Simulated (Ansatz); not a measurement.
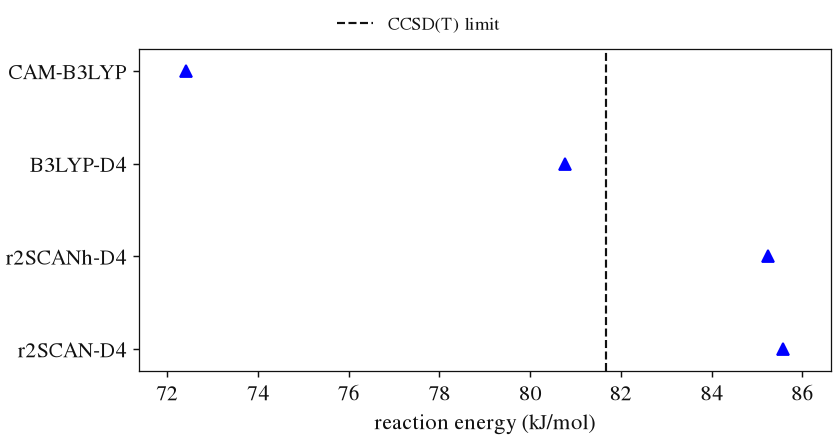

Electronic reaction energy of GaBrClF ([F][Ga]([Cl])[Br]) + H₂ ([H][H]) → GaHBrF ([F][GaH][Br]) + HCl (Cl) (SMILES in brackets) at several levels (functionals in def2-TZVPP unless a basis is named), isolated molecules at PBE0-D4 triple-zeta geometries, minima by their frequencies, no zero-point or thermal terms, the Ansatz code 0.2.0. The line is frozen-core CCSD(T) at the basis limit (MP2 extrapolated from triple and quadruple zeta, plus CCSD(T) less MP2 in a smaller set). No dispersion term is added to CAM-B3LYP.

Q: What do zero-point energy and temperature add?

A: Zero-point change 5.7 kJ/mol; at 298.15 K and 1 bar the CCSD(T) limit plus thermal terms gives an enthalpy of reaction of 84.3 and a free energy of 77.9 kJ/mol (harmonic PBE0-D4 modes, ideal gas).

Q: What range do the values span, the line included?

A: From 72.4 kJ/mol (CAM-B3LYP) to 85.6 kJ/mol (r2SCAN-D4).

Note: no scalar relativity up to krypton; outer-core shells are correlated without core-valence functions, which makes the correlated values less sure.
